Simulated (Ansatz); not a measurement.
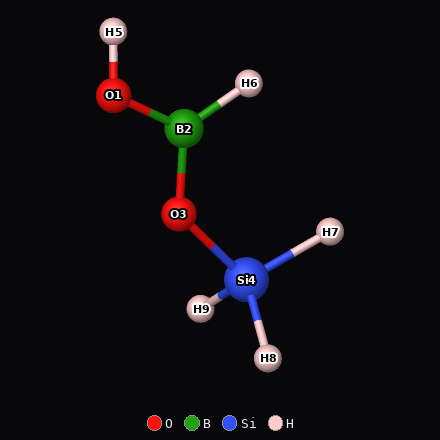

The system is BH₅O₂Si, SMILES OBO[SiH3]; the picture shows the grid point nearest to the relaxed geometry. Two internal coordinates are moved rigidly from the geometry relaxed at PBE0-D4/def2-TZVP, all others fixed. First axis: angle H5–O1–B2. Second axis: torsion H5–O1–B2–O3. The scan uses a 5 × 6 grid. Points are written as (first, second). Energies are in kJ/mol, from the lowest grid point. Level of theory: RKS PBE0-D4/def2-TZVPP in Ansatz 0.2.0.

Its coordinates:

```tsv
atom	x (Å)	y (Å)	z (Å)
O	-2.1930	-0.3182	0.8851
B	-1.0928	0.2304	0.3136
O	-0.1479	-0.6128	-0.1634
Si	1.3023	-0.3969	-0.9108
H	-2.9233	0.3001	0.9431
H	-0.9604	1.4253	0.2331
H	1.5909	1.0521	-1.0767
H	2.3583	-1.0270	-0.0823
H	1.2503	-1.0532	-2.2394
```

Range: angle H5–O1–B2 from 82.5 to 142.5°; torsion H5–O1–B2–O3 from −162 to 138°.

### Predict the map.

The lowest grid point is at (112.5°, 18°). The bottom of the well lies between grid points, at about (112°, 5°), about 2.1 kJ/mol lower on the interpolated surface. There is a further well near (112.5°, −162°) (1.2 kJ/mol above the lowest at that grid point). The highest grid point, (82.5°, 78°), lies 96 kJ/mol above the lowest. On the interpolated surface the easiest way out of the lowest well to the well at about (113°, 185°) passes a barrier of about 43 kJ/mol, counted from the interpolated bottom of the well. Round the minimum the two coordinates are nearly uncoupled.

```tsv
torsion H5–O1–B2–O3 ↓, angle H5–O1–B2 →	82.5	97.5	112.5	127.5	142.5
138	70	30	16	22	37
78	96	57	41	41	49
18	52	11	0	9	29
−42	70	30	16	22	37
−102	95	57	41	41	48
−162	54	14	1	10	29
```

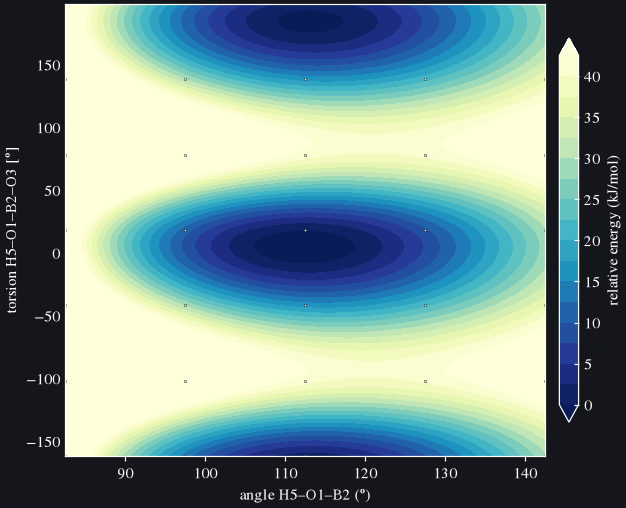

The picture shows filled contours, dots at the grid points, one colour for all values above the top of the scale. Between grid points the surface is interpolated.
